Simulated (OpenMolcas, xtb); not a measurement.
# A ladder of methods for CH3OSi (SMILES O=C[SiH2])

The species is CH3OSi (6 atoms), meant as a doublet with charge 0. As SMILES, `O=C[SiH2]`. Geometry: relaxed at GFN2-xTB.

| atom | x (Å) | y (Å) | z (Å) |
| --- | --- | --- | --- |
| O | -0.4055 | -1.6738 | 0.9157 |
| C | -0.2427 | -0.9394 | -0.0573 |
| Si | 0.2195 | 0.8441 | 0.0592 |
| H | -0.3775 | -1.3530 | -1.0781 |
| H | 0.3823 | 1.6072 | -1.1654 |
| H | 0.4239 | 1.5151 | 1.3260 |

Quantity: the dipole moment, in D. The values are calculated.

```json
{"level": "GFN2-xTB", "kind": "semi-empirical", "program": "xtb", "value (D)": "4.26", "CPU time": "under 2 s"}
{"level": "GFN0-xTB", "kind": "semi-empirical", "program": "xtb", "value (D)": "5.63", "CPU time": "under 2 s"}
{"level": "GFN1-xTB", "kind": "semi-empirical", "program": "xtb", "value (D)": "5.34", "CPU time": "under 2 s"}
{"level": "UHF/STO-3G", "kind": "Hartree–Fock", "program": "OpenMolcas", "value (D)": "1.69", "CPU time": "2.2 s"}
{"level": "UHF/3-21G", "kind": "Hartree–Fock", "program": "OpenMolcas", "value (D)": "2.41", "CPU time": "2.3 s"}
{"level": "UHF/def2-SVP", "kind": "Hartree–Fock", "program": "OpenMolcas", "value (D)": "2.70", "CPU time": "3.9 s"}
{"level": "UBP86/6-31G", "kind": "GGA", "program": "OpenMolcas", "value (D)": "2.68", "CPU time": "15 s"}
{"level": "UPBE/def2-SVP", "kind": "GGA", "program": "OpenMolcas", "value (D)": "2.44", "CPU time": "23 s"}
{"level": "UB3LYP/6-31G* (spherical functions)", "kind": "global hybrid", "program": "OpenMolcas", "value (D)": "2.66", "CPU time": "20 s"}
{"level": "UB3LYP/6-31G* (Cartesian functions)", "kind": "global hybrid", "program": "OpenMolcas", "value (D)": "2.67", "CPU time": "22 s"}
```

The values span 1.69 to 5.63 D. Spin contamination of the reference (⟨S²⟩ at least 0.1 too high) touches UHF/STO-3G, UHF/3-21G, UHF/def2-SVP. Sets without polarisation functions give poor dipoles. Without the sets that lack polarisation functions the rows with a basis span only 2.44 to 2.70 D. Times are those of the runs behind each value, whatever else they computed, on shared processors of several kinds: orders of magnitude only.

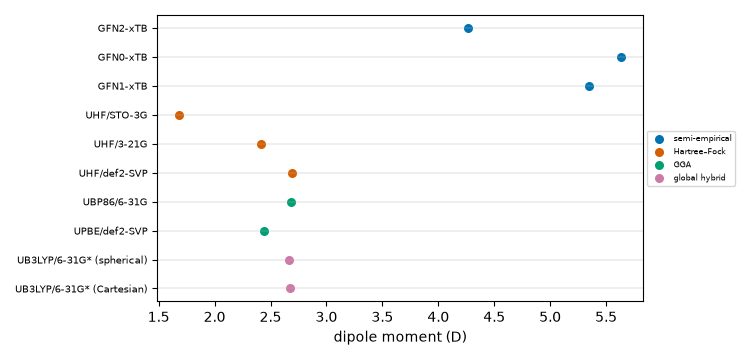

The values of the table, level by level.
